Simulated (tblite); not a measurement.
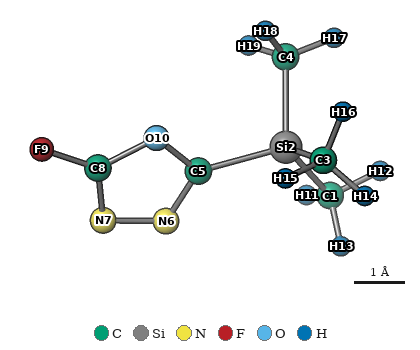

*The input geometry (ball-and-stick view, seen at a tilt; atoms are numbered from 1 in the order of the input).*

Bond lengths as drawn: C–F 1.35 Å, C–H 1.09 to 1.14 Å, C–N 1.33 to 1.35 Å, C–O 1.32 to 1.34 Å, C–Si 1.83 to 1.85 Å and N–N 1.33 Å.

Geometry relaxation of C5H9FN2OSi

C5H9FN2OSi, SMILES C[Si](C)(C)c1nnc(F)o1, computed with GFN2-xTB geometry optimisation, gas phase (tblite 0.8.0).

### The input
```
{"job": {"kind": "relax", "xc": "GFN2-xTB", "basis": "xTB"}, "charge": 0, "multiplicity": 1}
C     -1.599100    -1.636400    -0.128600
Si    -0.628200    -0.072400     0.066600
C     -1.201000     1.195300    -1.123000
C     -0.739300     0.673200     1.759500
C      1.169400    -0.326800    -0.239400
N      1.813800    -1.391100    -0.712900
N      3.115400    -1.128600    -0.791900
C      3.252100     0.138500    -0.351600
F      4.424800     0.803100    -0.269600
O      2.055300     0.630700    -0.019000
H     -1.223300    -2.478100     0.460400
H     -2.646200    -1.441900     0.278600
H     -1.728600    -1.889200    -1.203400
H     -1.998500     0.849000    -1.806100
H     -0.349200     1.548200    -1.745400
H     -1.603700     2.078800    -0.549100
H     -1.762700     0.699800     2.145000
H     -0.269500     1.685100     1.751000
H     -0.091200     0.072100     2.471500
```

The first line tells a small driver script what to run in tblite; the rest is the geometry in Å.

Launched with:
```bash
OMP_NUM_THREADS=1 python <driver script> task.json out
```

### What the program printed
```
step      E/eV     max force
  0    -860.18825    3.123
  1    -860.63837    1.430
  2    -860.71201    0.678
  3    -860.74259    0.424
  4    -860.77342    0.358
  5    -860.78837    0.407
  6    -860.80619    0.275
  7    -860.81522    0.212
  8    -860.82084    0.172
  9    -860.82442    0.166
 10    -860.82762    0.139
 11    -860.82949    0.081
 12    -860.83044    0.079
 13    -860.83123    0.080
 14    -860.83223    0.089
 15    -860.83350    0.134
 16    -860.83525    0.204
 17    -860.83767    0.221
 18    -860.84046    0.156
 19    -860.84264    0.092
 20    -860.84379    0.071
 21    -860.84447    0.067
 22    -860.84507    0.070
 23    -860.84581    0.065
 24    -860.84673    0.074
 25    -860.84774    0.107
 26    -860.84862    0.099
 27    -860.84919    0.049
 28    -860.84953    0.045
 29    -860.84983    0.041
 30    -860.85021    0.064
 31    -860.85063    0.060
 32    -860.85101    0.049
 33    -860.85131    0.043
 34    -860.85156    0.035
 35    -860.85177    0.032
 36    -860.85193    0.023
 37    -860.85204    0.025
 38    -860.85216    0.036
 39    -860.85238    0.055
 40    -860.85274    0.067
 41    -860.85329    0.060
 42    -860.85396    0.059
 43    -860.85477    0.065
 44    -860.85577    0.091
 45    -860.85686    0.100
 46    -860.85767    0.063
 47    -860.85800    0.031
 48    -860.85811    0.026
 49    -860.85820    0.022
 50    -860.85831    0.027
 51    -860.85841    0.024
 52    -860.85846    0.017
 53    -860.85850    0.015
 54    -860.85853    0.013
 55    -860.85863    0.024
 56    -860.85878    0.040
 57    -860.85903    0.055
 58    -860.85933    0.053
 59    -860.85959    0.038
 60    -860.85978    0.028
 61    -860.85994    0.037
 62    -860.86013    0.049
 63    -860.86036    0.054
 64    -860.86064    0.046
 65    -860.86095    0.050
 66    -860.86132    0.048
 67    -860.86164    0.060
 68    -860.86206    0.061
 69    -860.86240    0.044
 70    -860.86273    0.041
 71    -860.86296    0.038
 72    -860.86332    0.047
 73    -860.86374    0.055
 74    -860.86416    0.071
 75    -860.86468    0.082
 76    -860.86513    0.047
 77    -860.86553    0.039
 78    -860.86571    0.041
 79    -860.86630    0.064
 80    -860.86693    0.069
 81    -860.86757    0.108
 82    -860.86861    0.085
 83    -860.86969    0.092
 84    -860.87021    0.314
 85    -860.87327    0.115
 86    -860.87515    0.067
 87    -860.87739    0.145
 88    -860.87885    0.105
 89    -860.88019    0.080
 90    -860.88052    0.068
 91    -860.88093    0.052
 92    -860.88149    0.101
 93    -860.88222    0.063
 94    -860.88297    0.038
 95    -860.88327    0.029
 96    -860.88335    0.021
 97    -860.88342    0.021
 98    -860.88353    0.023
 99    -860.88369    0.039
100    -860.88388    0.037
101    -860.88408    0.050
102    -860.88433    0.040
103    -860.88470    0.047
104    -860.88525    0.049
105    -860.88580    0.069
106    -860.88620    0.047
107    -860.88644    0.077
108    -860.88672    0.035
109    -860.88700    0.027
110    -860.88746    0.023
111    -860.88779    0.046
112    -860.88797    0.046
113    -860.88808    0.019
114    -860.88814    0.013
115    -860.88818    0.022
116    -860.88824    0.024
117    -860.88829    0.033
118    -860.88834    0.027
119    -860.88838    0.031
120    -860.88843    0.026
121    -860.88850    0.029
122    -860.88861    0.031
123    -860.88877    0.036
124    -860.88896    0.028
125    -860.88913    0.033
126    -860.88929    0.033
127    -860.88947    0.035
128    -860.88967    0.041
129    -860.88990    0.030
130    -860.89011    0.028
131    -860.89022    0.027
132    -860.89031    0.026
133    -860.89037    0.020
134    -860.89042    0.013
135    -860.89045    0.010
```

### Trajectory as extended XYZ (Å, eV, eV/Å), 6 of the 136 frames kept, from step=0 to step=135
```
19
Properties=species:S:1:pos:R:3:forces:R:3 step=0 energy=-860.18825
C    -1.5991   -1.6364   -0.1286   -1.8930  -0.7110   0.0760
Si   -0.6282   -0.0724    0.0666   -0.2380  -0.6580   0.4020
C    -1.2010    1.1953   -1.1230   -0.6580   2.0660  -1.2700
C    -0.7393    0.6732    1.7595    1.2230   0.1790   1.7440
C     1.1694   -0.3268   -0.2394    2.1190  -2.0480  -1.0350
N     1.8138   -1.3911   -0.7129   -0.5510   0.4960   0.2960
N     3.1154   -1.1286   -0.7919    0.0030   2.3320   0.8520
C     3.2521    0.1385   -0.3516    0.3860  -2.4270  -0.9710
F     4.4248    0.8031   -0.2696   -1.8160  -0.5430   0.0480
O     2.0553    0.6307   -0.0190    1.0520   1.8950   0.5890
H    -1.2233   -2.4781    0.4604    0.0020   0.1390  -0.5030
H    -2.6462   -1.4419    0.2786    1.1760  -0.2640  -0.5740
H    -1.7286   -1.8892   -1.2034    0.2070  -0.1440   0.9080
H    -1.9985    0.8490   -1.8061    0.4930   0.2680   0.3750
H    -0.3492    1.5482   -1.7454   -0.7570  -0.0300   0.2930
H    -1.6037    2.0788   -0.5491    0.3700  -0.7640  -0.8410
H    -1.7627    0.6998    2.1450    0.4720   0.1860  -0.0150
H    -0.2695    1.6851    1.7510   -0.6550  -0.6160   0.1690
H    -0.0912    0.0721    2.4715   -0.9340   0.6450  -0.5430
19
Properties=species:S:1:pos:R:3:forces:R:3 step=27 energy=-860.84919
C    -1.5868   -1.6509   -0.1080   -0.0130  -0.0100   0.0010
Si   -0.6626   -0.0054    0.0750   -0.0480  -0.0030   0.0010
C    -1.2186    1.2979   -1.2070   -0.0060  -0.0030   0.0120
C    -0.6982    0.6660    1.8587   -0.0050  -0.0080  -0.0180
C     1.1685   -0.3455   -0.2703    0.0050   0.0200   0.0010
N     1.7591   -1.4087   -0.7011    0.0340   0.0340   0.0050
N     3.0858   -1.1523   -0.7753    0.0400  -0.0010   0.0010
C     3.2173    0.0611   -0.3803    0.0130  -0.0160  -0.0020
F     4.3179    0.7580   -0.2731    0.0260  -0.0340  -0.0230
O     2.0690    0.6526   -0.0423    0.0040   0.0040  -0.0050
H    -1.1152   -2.4418    0.4656    0.0250   0.0020   0.0140
H    -2.6121   -1.5593    0.2344   -0.0390  -0.0040  -0.0060
H    -1.6095   -1.9739   -1.1436    0.0060  -0.0110  -0.0150
H    -1.9683    0.8915   -1.8791   -0.0060  -0.0010   0.0010
H    -0.3893    1.6416   -1.8190    0.0070   0.0020   0.0140
H    -1.6509    2.1703   -0.7268   -0.0150   0.0080   0.0090
H    -1.7172    0.7470    2.2244    0.0040   0.0320   0.0090
H    -0.2409    1.6498    1.9229   -0.0150   0.0040  -0.0010
H    -0.1580    0.0114    2.5375   -0.0160  -0.0140   0.0020
19
Properties=species:S:1:pos:R:3:forces:R:3 step=54 energy=-860.85853
C    -1.5250   -1.6594   -0.1112    0.0000   0.0030  -0.0010
Si   -0.6555    0.0165    0.0748   -0.0090   0.0060   0.0050
C    -1.2598    1.3273   -1.1763    0.0040  -0.0050   0.0040
C    -0.7392    0.6822    1.8585    0.0010  -0.0020   0.0000
C     1.1820   -0.3149   -0.2739    0.0000  -0.0010   0.0100
N     1.7349   -1.4151   -0.6626    0.0070   0.0070   0.0090
N     3.0679   -1.2087   -0.7602    0.0050   0.0040  -0.0080
C     3.2441    0.0155   -0.4214   -0.0050   0.0000  -0.0120
F     4.3719    0.6737   -0.3658   -0.0050  -0.0020   0.0070
O     2.1188    0.6611   -0.0982   -0.0070   0.0010  -0.0100
H    -1.0681   -2.4066    0.5298   -0.0050  -0.0070   0.0030
H    -2.5762   -1.5915    0.1505   -0.0090  -0.0010  -0.0050
H    -1.4567   -2.0265   -1.1302    0.0010   0.0000  -0.0060
H    -1.9656    0.8995   -1.8822    0.0100   0.0010  -0.0040
H    -0.4411    1.7507   -1.7513    0.0020  -0.0010   0.0100
H    -1.7616    2.1481   -0.6721   -0.0040  -0.0070  -0.0060
H    -1.7665    0.8812    2.1490    0.0060   0.0060   0.0010
H    -0.1820    1.6089    1.9670    0.0040  -0.0020  -0.0020
H    -0.3320   -0.0327    2.5683    0.0030   0.0020   0.0030
19
Properties=species:S:1:pos:R:3:forces:R:3 step=81 energy=-860.86757
C    -1.5520   -1.6713   -0.1226    0.0160   0.0050   0.0220
Si   -0.6662   -0.0082    0.1191   -0.0280  -0.0170  -0.0310
C    -1.2307    1.3076   -1.1427   -0.0160   0.0730  -0.0340
C    -0.7136    0.7037    1.8862   -0.0200  -0.0480   0.0020
C     1.1688   -0.3533   -0.2221    0.0040   0.0370  -0.0480
N     1.7414   -1.4550   -0.5750    0.0180   0.0430   0.0030
N     3.0585   -1.2069   -0.7585    0.0170  -0.0110   0.0050
C     3.2054    0.0418   -0.5045    0.0050  -0.0340  -0.0150
F     4.3087    0.7410   -0.5591   -0.0190  -0.0040   0.0240
O     2.0756    0.6651   -0.1565    0.0030  -0.0130  -0.0260
H    -1.2265   -2.4044    0.6096   -0.0080   0.0260   0.0090
H    -2.6304   -1.5698   -0.0365    0.0430  -0.0040  -0.0180
H    -1.3234   -2.0826   -1.1030   -0.0470   0.0300   0.0410
H    -1.6512    0.8560   -2.0398    0.0720   0.0350   0.0730
H    -0.4098    1.9543   -1.4485   -0.0470  -0.0630   0.0090
H    -1.9955    1.9489   -0.7109    0.0010  -0.0410  -0.0370
H    -1.7020    1.0697    2.1466   -0.0050   0.0190  -0.0320
H    -0.0139    1.5302    1.9952   -0.0430  -0.0480   0.0130
H    -0.4528   -0.0575    2.6157    0.0520   0.0170   0.0400
19
Properties=species:S:1:pos:R:3:forces:R:3 step=108 energy=-860.88672
C    -1.5879   -1.6457   -0.0774   -0.0010   0.0060   0.0060
Si   -0.6604   -0.0019    0.1172   -0.0030   0.0030   0.0130
C    -1.2023    1.3196   -1.1439   -0.0280  -0.0030  -0.0100
C    -0.7022    0.6679    1.9005    0.0030   0.0050  -0.0080
C     1.1679   -0.3444   -0.2659    0.0000   0.0080   0.0120
N     1.7484   -1.4631   -0.5437    0.0020  -0.0050  -0.0060
N     3.0647   -1.2207   -0.7405    0.0040  -0.0140  -0.0080
C     3.2031    0.0424   -0.5687    0.0040  -0.0030   0.0100
F     4.3026    0.7440   -0.6542   -0.0040  -0.0020  -0.0030
O     2.0687    0.6807   -0.2663   -0.0070   0.0050   0.0020
H    -1.3395   -2.3391    0.7199    0.0210   0.0050  -0.0010
H    -2.6629   -1.4981   -0.0611   -0.0130   0.0100  -0.0040
H    -1.3288   -2.1263   -1.0148   -0.0050  -0.0170  -0.0190
H    -1.2208    0.9129   -2.1518    0.0240   0.0260   0.0000
H    -0.5289    2.1733   -1.1400   -0.0130  -0.0200  -0.0110
H    -2.2003    1.6894   -0.9270    0.0130  -0.0080   0.0160
H    -1.6859    1.0477    2.1585   -0.0100  -0.0160  -0.0030
H     0.0059    1.4806    2.0357    0.0100   0.0150   0.0030
H    -0.4514   -0.1101    2.6161    0.0020   0.0060   0.0130
19
Properties=species:S:1:pos:R:3:forces:R:3 step=135 energy=-860.89045
C    -1.5782   -1.6413   -0.0784   -0.0010   0.0000  -0.0010
Si   -0.6563    0.0057    0.1137   -0.0040   0.0020   0.0000
C    -1.2082    1.3246   -1.1463    0.0010  -0.0040  -0.0020
C    -0.7113    0.6903    1.8912    0.0010  -0.0010   0.0010
C     1.1712   -0.3461   -0.2646   -0.0040  -0.0020  -0.0020
N     1.7274   -1.4660   -0.5861   -0.0040  -0.0020   0.0030
N     3.0495   -1.2462   -0.7692   -0.0050   0.0020  -0.0020
C     3.2152    0.0056   -0.5461    0.0030   0.0030   0.0020
F     4.3300    0.6854   -0.6023    0.0050   0.0020   0.0010
O     2.0941    0.6573   -0.2216   -0.0010  -0.0010   0.0000
H    -1.2439   -2.3664    0.6569    0.0010   0.0020   0.0020
H    -2.6488   -1.5107    0.0454    0.0010  -0.0030   0.0010
H    -1.4049   -2.0752   -1.0582   -0.0010   0.0070   0.0010
H    -1.1540    0.9486   -2.1644    0.0030   0.0000   0.0020
H    -0.5831    2.2117   -1.0889    0.0010   0.0050  -0.0050
H    -2.2332    1.6353   -0.9674    0.0030  -0.0070   0.0060
H    -1.7289    0.9296    2.1847    0.0020   0.0020   0.0000
H    -0.1211    1.5979    1.9874    0.0000  -0.0050  -0.0020
H    -0.3255   -0.0306    2.6071   -0.0010   0.0010  -0.0050
```

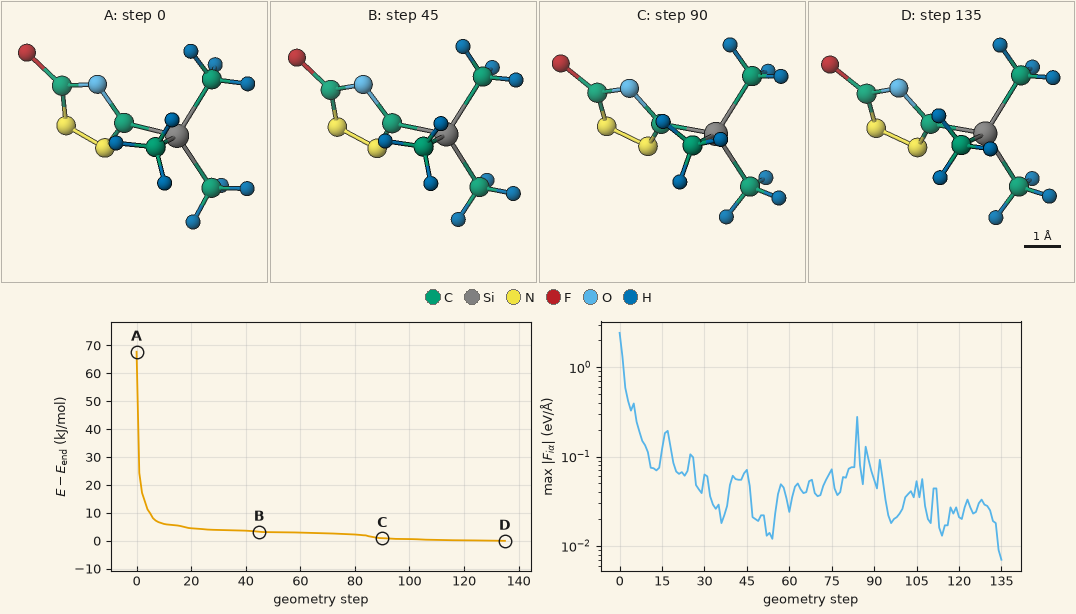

*Frames of the relaxation (ball-and-stick view, seen at a tilt) above the curves, on which the letters mark them (steps are counted from 0).*

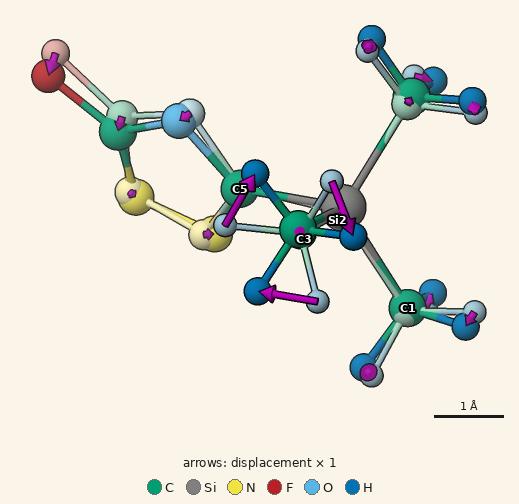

*Start (faint) and end (solid) with the displacements as pink arrows, at true length (ball-and-stick view, seen at a tilt). The two geometries are laid on each other by the best rigid fit.*

The largest move after the best rigid fit is that of H15, 0.97 Å. Largest moves by element: H 0.97 Å, F 0.36 Å, C 0.23 Å, O 0.21 Å, N 0.17 Å, Si 0.09 Å. Among the contacts that change: Si2–C3 1.830 → 1.906 Å, N7–C8 1.348 → 1.282 Å, Si2–C5 1.841 → 1.899 Å, C1–H12 1.140 → 1.086 Å. Among the angles that change: F9–C8–O10 125.6° → 118.2°, C1–Si2–C5 112.2° → 106.7°, H11–C1–H13 112.7° → 107.2°. After 135 geometry steps the energy has fallen by 67.8 kJ/mol. The largest force component goes from 2.4 to 0.007 eV/Å. (Atoms are counted from 1 in the order of the input.)

### Key numbers

```json
{"quantity": "outcome", "value": "converged"}
{"quantity": "total energy", "value": "−860.8904 eV"}
{"quantity": "hardware", "value": "1 CPU thread, shared host"}
{"quantity": "peak memory", "value": "0.18 GiB"}
```
